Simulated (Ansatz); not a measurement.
CH$_{6}$ClFSi$_{2}$ (SMILES C[SiH](F)[SiH2]Cl)

Input file:

```
crystal:
  periodic: [false, false, false]
  atoms:
    - { symbol: C, position_ang: [-1.0157, -0.3276, 1.3004] }
    - { symbol: Si, position_ang: [0.5402, -0.5045, 0.4096] }
    - { symbol: F, position_ang: [1.7076, 0.0715, 1.4023] }
    - { symbol: Si, position_ang: [0.536, 0.5524, -1.5939] }
    - { symbol: Cl, position_ang: [-0.0208, 2.5614, -1.3586] }
    - { symbol: H, position_ang: [-1.844, -0.7172, 0.6859] }
    - { symbol: H, position_ang: [-1.2701, 0.735, 1.4973] }
    - { symbol: H, position_ang: [-1.0299, -0.8684, 2.2529] }
    - { symbol: H, position_ang: [0.8289, -1.9583, 0.2291] }
    - { symbol: H, position_ang: [1.8355, 0.572, -2.2957] }
    - { symbol: H, position_ang: [-0.4424, -0.0892, -2.5212] }
basis:
  gaussian:
    orbitals: def2-TZVP
hamiltonian:
  xc: pbe0
output:
  orbitals: {}
```

Launched as:

```sh
python ch6clfsi2.py
```

Level of theory: Ansatz 0.2.0, SCF PBE0, Gaussian basis.

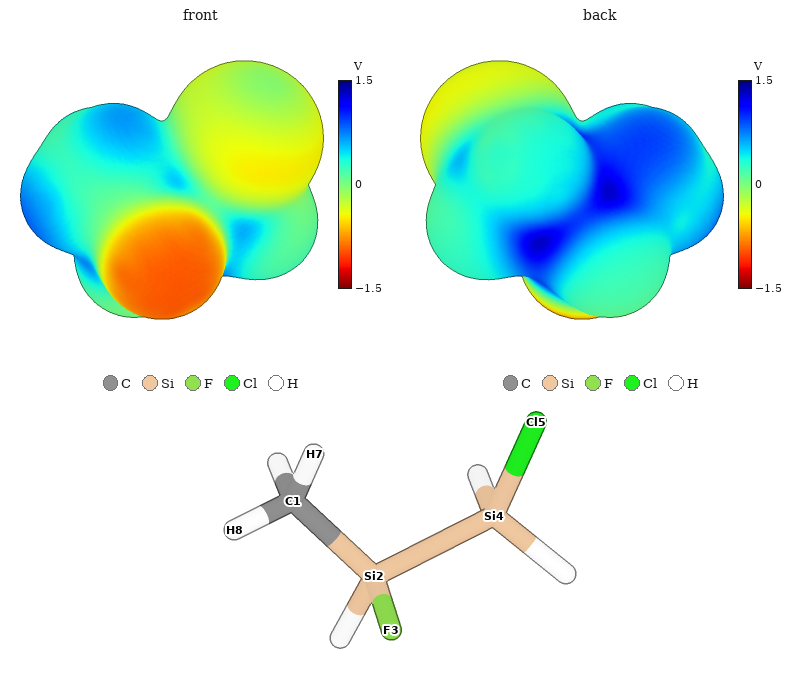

Figure 1. The molecular electrostatic potential painted on the density surface at 0.001 e/bohr³, seen from the front and from behind; red is negative and blue positive. The bare structure is drawn below in the same view.

Question: Which sites attract a positive test charge, and which a negative one?

Answer: A positive charge is drawn to the negative regions and a negative charge to the positive ones. The most negative region (about −1.0 V) lies over F3, the most positive (about +1.3 V) over Si2 and Si4.

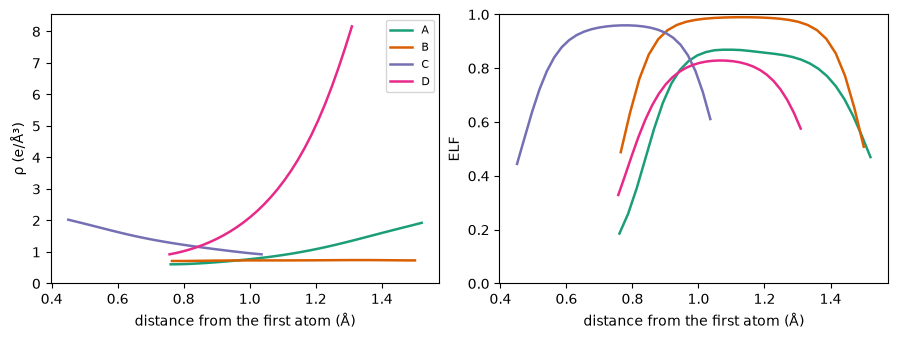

Figure 2. Total electron density and electron localisation function along straight lines between neighbouring atoms. The curves leave out the atomic cores.

Question: Which curve belongs to which contact (C–Si, Si–Cl, Si–F and Si–Si)? The first atom named is at distance zero.

Answer: Curve A: Si–Cl (2.10 Å): ρ at the midpoint is about 0.83 e/Å³; the ELF peaks at about 0.85 between the atoms; a shared but strongly polarised pair. Curve B: Si–Si (2.27 Å): the density is about 0.73 e/Å³ at the midpoint; the ELF peaks at about 1 between the atoms (localised, covalent bonding). Curve C: C–Si (1.80 Å): ρ at the midpoint is about 1.1 e/Å³; the ELF peaks at about 0.95 between the atoms: localised, covalent bonding. Curve D: Si–F (1.64 Å): ρ at the midpoint is about 1.1 e/Å³; the ELF peaks at about 0.85 in the valence shell of F, 0.6 Å from its nucleus, and is about 0.55 at the midpoint.

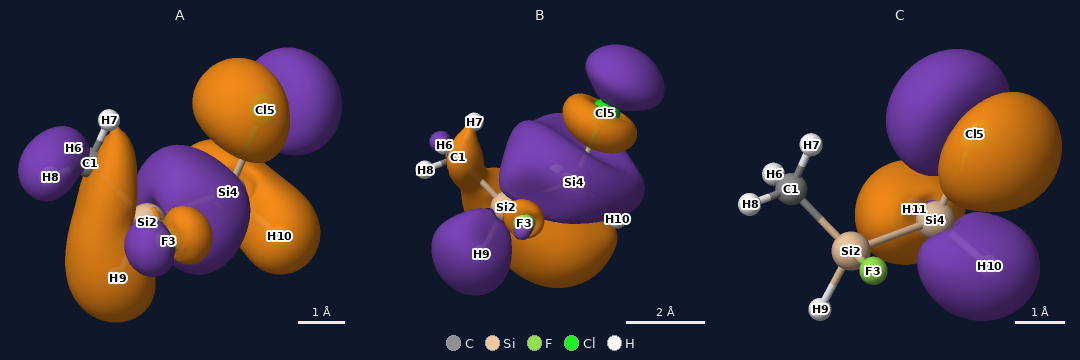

Figure 3. Three frontier orbitals at ±0.06 Å⁻³ᐟ² (orange and purple are the two phases), in no order.

Question: Which picture is the HOMO−1, the HOMO and the LUMO?

Answer: C is the HOMO−1 (−9.00 eV). Its weight (Hirshfeld) is mainly on Cl5 (about 65 %), Si4 (about 15 %), H10 (about 10 %) and H11 (about 10 %); largely a lone pair of Cl5. A is the HOMO (−8.31 eV). Its weight (Hirshfeld) is mainly on Cl5 (about 30 %), Si4 (about 25 %), Si2 (about 20 %) and H9 (about 5 %). B is the LUMO (−0.97 eV). Its weight (Hirshfeld) is mainly on Si4 (about 40 %), Si2 (about 25 %) and Cl5 (about 15 %).

Question: What is the HOMO–LUMO gap?

Answer: 7.34 eV between the orbital energies.
